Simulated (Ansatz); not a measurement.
# CH7GeInO: basis-set convergence

How large a basis does CH7GeInO need? Two functionals are run in growing sets.

The runs use Ansatz 0.2.0, Gaussian basis; one geometry, several basis sets.

Levels to be run: PBE0-D4/def2-SVP; ωB97M-V/def2-SVP; PBE0-D4/def2-QZVPP; ωB97M-V/def2-QZVPP; the functionals' def2-TZVPP values are taken from earlier runs.

## 1. The geometry

The geometry comes from an earlier relaxation with PBE0-D4 in a triple-zeta def2 set; it is a stationary point, not always the lowest conformer. In takes the def2 core potential; no spin-orbit term is included.

SMILES `[GeH3][O][CH2][InH2]`, 11 atoms, charge 0, spin multiplicity 1.

Atoms are counted from 1 here; the program's logs count them from 0.

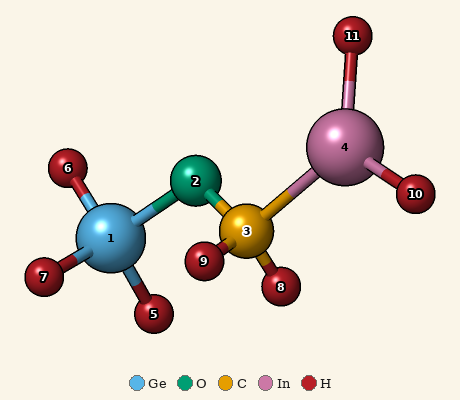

The structure; germanium blue, oxygen teal, carbon amber, indium pink, hydrogen red; atoms are numbered from 1 in the order of the file.

Coordinates:

```
atom    x (Å)    y (Å)    z (Å)
 Ge1  -0.1941   2.1078   0.4826
  O2   0.4920   0.4669   0.3454
  C3  -0.3122  -0.5127  -0.2821
 In4   0.7258  -2.4241  -0.3261
  H5  -0.4978   2.6356  -0.9339
  H6   0.8793   2.9419   1.1901
  H7  -1.4992   2.0296   1.2996
  H8  -0.5668  -0.2312  -1.3157
  H9  -1.2714  -0.6501   0.2408
 H10  -0.0611  -3.7892  -1.0498
 H11   2.3055  -2.5743   0.3491
```

## 2. PBE0-D4 in def2-SVP

Contents of in.yaml:

```yaml
crystal:
  periodic: [false, false, false]
  atoms:
    - {symbol: Ge, position_ang: [-0.194096, 2.107832, 0.482567]}
    - {symbol: O, position_ang: [0.492012, 0.466868, 0.345428]}
    - {symbol: C, position_ang: [-0.312228, -0.512660, -0.282076]}
    - {symbol: In, position_ang: [0.725806, -2.424128, -0.326148]}
    - {symbol: H, position_ang: [-0.497808, 2.635555, -0.933863]}
    - {symbol: H, position_ang: [0.879259, 2.941869, 1.190050]}
    - {symbol: H, position_ang: [-1.499236, 2.029556, 1.299586]}
    - {symbol: H, position_ang: [-0.566765, -0.231237, -1.315675]}
    - {symbol: H, position_ang: [-1.271397, -0.650137, 0.240848]}
    - {symbol: H, position_ang: [-0.061060, -3.789247, -1.049840]}
    - {symbol: H, position_ang: [2.305504, -2.574271, 0.349122]}
basis:
  gaussian: {orbitals: def2-SVP}
hamiltonian: {xc: pbe0, dispersion: d4}
output: {orbitals: {seedname: orbitals}}
```

Run with:

```sh
$ ansatz run in.yaml --threads 4 --pin off --events-out ev --progress --plain --max-ram 10444MiB
```

The runs that follow: ωB97M-V in def2-SVP; PBE0-D4 in def2-QZVPP; ωB97M-V in def2-QZVPP.

Q: Predict the results of all the runs planned. Wanted: PBE0-D4: double and triple zeta above quadruple; ωB97M-V: double and triple zeta above quadruple.

As calculated:

```
                                       quantity           value
PBE0-D4: double and triple zeta above quadruple  12.60, 1.47 eV
ωB97M-V: double and triple zeta above quadruple  12.71, 1.43 eV
```

For PBE0-D4 the step from double to triple zeta gains 11.13 eV and the next only 1.47 eV. Total energies overstate the basis error of differences, where much of it tends to cancel.
